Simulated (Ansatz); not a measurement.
## Si, pressure series

Consider Si in the diamond structure (space group Fd-3m, No. 227; a = 5.434 Å).

Cell and atoms are relaxed at each pressure.

Computed with PBEsol/PAW in Ansatz (an electronic-structure program), without spin-orbit coupling.

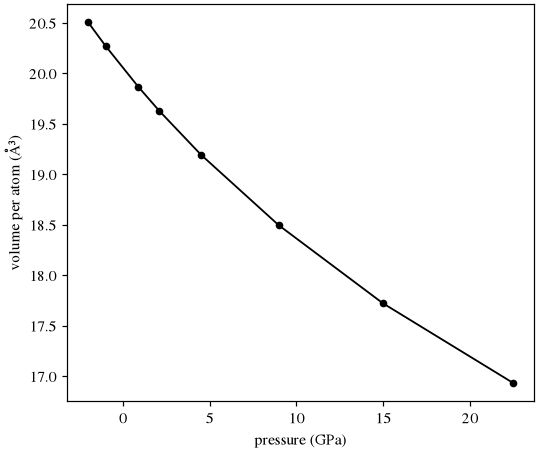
Fig. 1. Volume against pressure

Q: Estimate the zero-pressure bulk modulus from the plot.

A: About 94 GPa; a third-order Birch–Murnaghan fit to the points gives V₀ = 20.05 Å³/atom, B₀ = 94 GPa and B₀′ = 4.1.

Measured bulk modulus of Si: 100.8 GPa (static lattice; corrected from measurement; as listed in Jianwei Sun et al., Physical Review B (2011)); the computed value is 7 % below it.

Between the base and pressure 9 GPa the gap moves from 0.47 eV to 0.31 eV, a mean slope of -18 meV/GPa.

Load acts through the strain it causes; cell and atoms are relaxed under it. Whether these cells are dynamically stable was not tested. Measured, Si leaves this structure (for the β-tin structure) near 12 GPa (room temperature; as listed in arXiv:1906.07825). A zero or small gap of Si under pressure 15 GPa and Si under pressure 22.5 GPa can be the functional's error rather than a property of the material.
